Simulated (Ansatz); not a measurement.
Input

```
crystal:
  periodic: [false, false, false]
  atoms:
    - { symbol: O, position_ang: [-0.2336, 1.4575, -0.9564] }
    - { symbol: Ga, position_ang: [0.2085, -0.3595, -0.3947] }
    - { symbol: O, position_ang: [0.9466, -0.8835, 0.814] }
    - { symbol: Cl, position_ang: [-0.9401, -1.7017, -0.8577] }
    - { symbol: H, position_ang: [-0.7915, 1.5681, -0.141] }
    - { symbol: H, position_ang: [0.8522, -0.1449, 1.4897] }
basis:
  gaussian: { orbitals: def2-SVP }
hamiltonian:
  xc: b3lyp
  dispersion: d4
relax:
  f_tol: 0.015
  max_steps: 40
output:
  orbitals: {}
```

Launched as:

```sh
ansatz run input.yaml --threads 1 --pin off --max-ram 2048MiB --backend cpu --events-out ev --progress --plain --runs-dir out
```

The fields are those of the relaxed geometry.

Computed with RKS B3LYP-D4/def2-SVP in Ansatz.

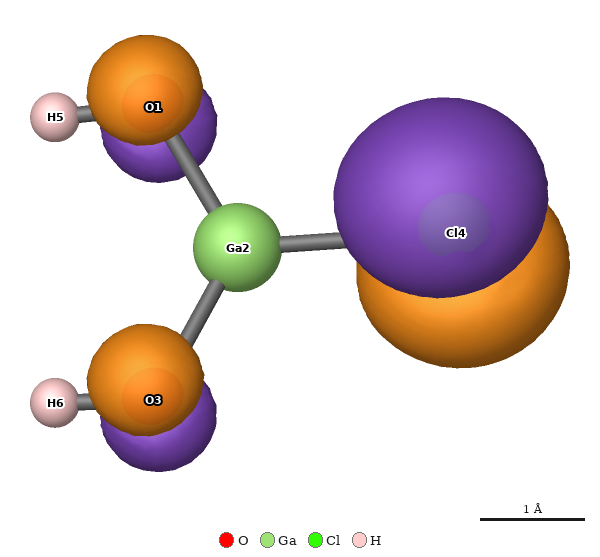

ClGaH$_{2}$O$_{2}$ (SMILES [OH][Ga]([OH])[Cl]). The HOMO−1 at ±0.15 Å⁻³ᐟ² (orange and purple are the two phases), seen at a tilt.

Question: What is the character of this orbital?

Answer: By Hirshfeld shares it lies mainly on Cl4 (about 70 %), O1 (about 10 %), O3 (about 10 %) and Ga2 (about 5 %); it changes sign across the molecular plane (π type). Its energy is −8.62 eV.
